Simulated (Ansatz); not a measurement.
Process, species as SMILES: ClO (OH-Cl) → HClO+ (doublet, bonded as OCl) + e-
B3LYP-D3(BJ)/def2-TZVP geometries, fixed; electronic energies without zero-point terms.

Basis-set convergence of the adiabatic ionisation energy at CCSD(T) with Ansatz (an electronic-structure program). Cartesian d functions, on some or all atoms, in 6-31G**, 6-311G**, 6-311+G**; all else is spherical. Cores are frozen. Open shells are unrestricted. No added dispersion term, no relativity. Functions are those of the species that has most. Reference: Hartree-Fock in cc-pV(Q+d)Z plus the correlation part extrapolated as X^-3 from cc-pV(T+d)Z and cc-pV(Q+d)Z, 11.158 eV, itself unsure by roughly 0.039 eV (a third of the extrapolation step and of the last Hartree-Fock step). Deviations are taken from unrounded values.

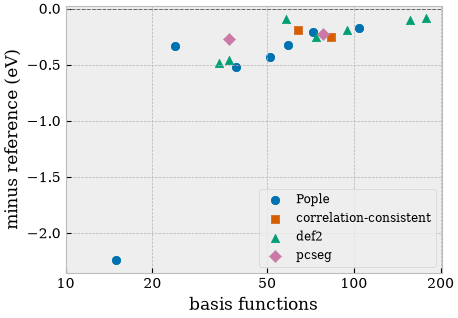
Fig. 1. Deviation from the reference against the number of basis functions, by family of sets.

```json
[
 {"basis": "STO-3G", "functions": "15", "adiabatic ionisation energy (eV)": "8.913", "minus reference (eV)": "-2.245"},
 {"basis": "3-21G", "functions": "24", "adiabatic ionisation energy (eV)": "10.823", "minus reference (eV)": "-0.335"},
 {"basis": "def2-SV(P)", "functions": "34", "adiabatic ionisation energy (eV)": "10.671", "minus reference (eV)": "-0.487"},
 {"basis": "def2-SVP", "functions": "37", "adiabatic ionisation energy (eV)": "10.699", "minus reference (eV)": "-0.459"},
 {"basis": "pcseg-1", "functions": "37", "adiabatic ionisation energy (eV)": "10.886", "minus reference (eV)": "-0.272"},
 {"basis": "6-31G**", "functions": "39", "adiabatic ionisation energy (eV)": "10.638", "minus reference (eV)": "-0.520"},
 {"basis": "6-311G**", "functions": "51", "adiabatic ionisation energy (eV)": "10.728", "minus reference (eV)": "-0.430"},
 {"basis": "def2-SVPD", "functions": "58", "adiabatic ionisation energy (eV)": "11.065", "minus reference (eV)": "-0.093"},
 {"basis": "6-311+G**", "functions": "59", "adiabatic ionisation energy (eV)": "10.836", "minus reference (eV)": "-0.322"},
 {"basis": "aug-cc-pV(D+d)Z", "functions": "64", "adiabatic ionisation energy (eV)": "10.965", "minus reference (eV)": "-0.193"},
 {"basis": "6-311++G(2d,2p)", "functions": "72", "adiabatic ionisation energy (eV)": "10.950", "minus reference (eV)": "-0.208"},
 {"basis": "def2-TZVP", "functions": "74", "adiabatic ionisation energy (eV)": "10.904", "minus reference (eV)": "-0.254"},
 {"basis": "pcseg-2", "functions": "78", "adiabatic ionisation energy (eV)": "10.927", "minus reference (eV)": "-0.231"},
 {"basis": "cc-pV(T+d)Z", "functions": "83", "adiabatic ionisation energy (eV)": "10.900", "minus reference (eV)": "-0.258"},
 {"basis": "def2-TZVPD", "functions": "95", "adiabatic ionisation energy (eV)": "10.965", "minus reference (eV)": "-0.193"},
 {"basis": "6-311++G(3df,3pd)", "functions": "104", "adiabatic ionisation energy (eV)": "10.981", "minus reference (eV)": "-0.177"},
 {"basis": "def2-QZVPP", "functions": "157", "adiabatic ionisation energy (eV)": "11.060", "minus reference (eV)": "-0.098"},
 {"basis": "def2-QZVPPD", "functions": "178", "adiabatic ionisation energy (eV)": "11.073", "minus reference (eV)": "-0.085"}
]
```
